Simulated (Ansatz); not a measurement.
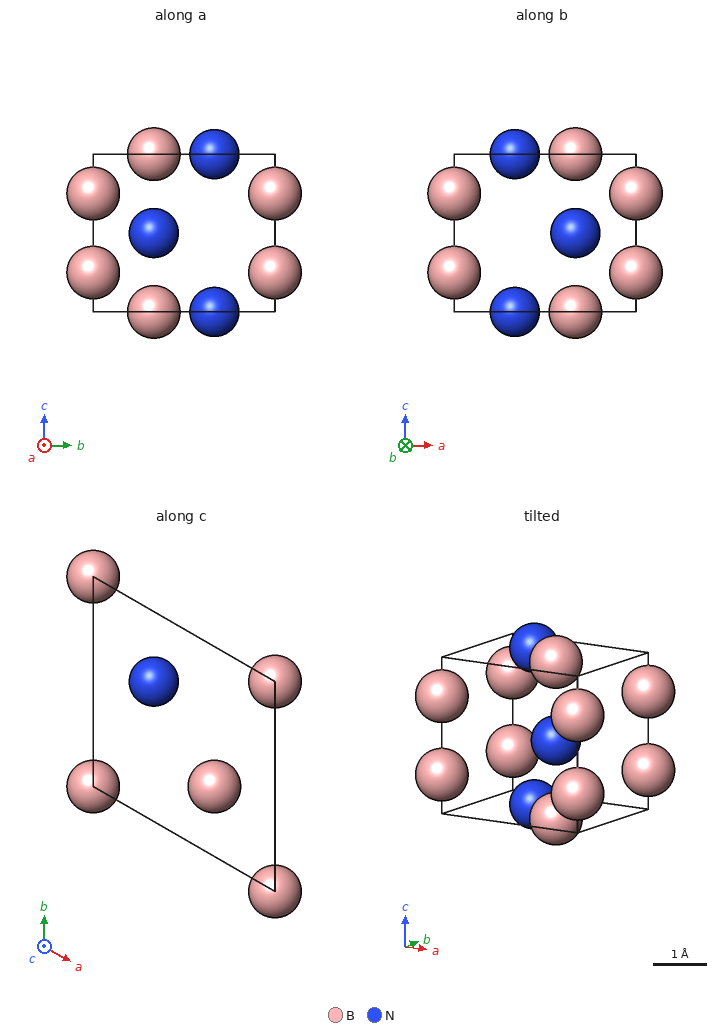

Drawn in the spheres-only manner and seen along the a axis, along the b axis, along the c axis and slightly off an axis. Thin lines show the conventional unit cell, with boundary atoms drawn in all their periodic places.

Lattice parameters: a = 3.9751 Å, b = 3.9751 Å, c = 2.9882 Å, α = 90.000°, β = 90.000°, γ = 120.000°.

### From the views, write a CIF with its space group and independent sites.

```cif
data_structure
_symmetry_space_group_name_H-M 'P -6 m 2'
_symmetry_Int_Tables_number 187
_cell_length_a 3.9751
_cell_length_b 3.9751
_cell_length_c 2.9882
_cell_angle_alpha 90.000
_cell_angle_beta 90.000
_cell_angle_gamma 120.000
_cell_volume 40.89
loop_
_atom_site_label
_atom_site_type_symbol
_atom_site_symmetry_multiplicity
_atom_site_Wyckoff_symbol
_atom_site_fract_x
_atom_site_fract_y
_atom_site_fract_z
_atom_site_occupancy
B1 B 2 g 0.0000 0.0000 0.7504 1
B2 B 1 e 0.6667 0.3333 0.0000 1
N1 N 1 f 0.6667 0.3333 0.5000 1
N2 N 1 c 0.3333 0.6667 0.0000 1
```

Its origin is a structure type filled with these elements by a generator (whether the compound takes this form wasn't checked). Earlier steps of the study, as a rule a relaxation of our own, may have changed the cell and positions, so they can lie some per cent off the listed ones. An electronic-structure calculation with Ansatz was run on it.
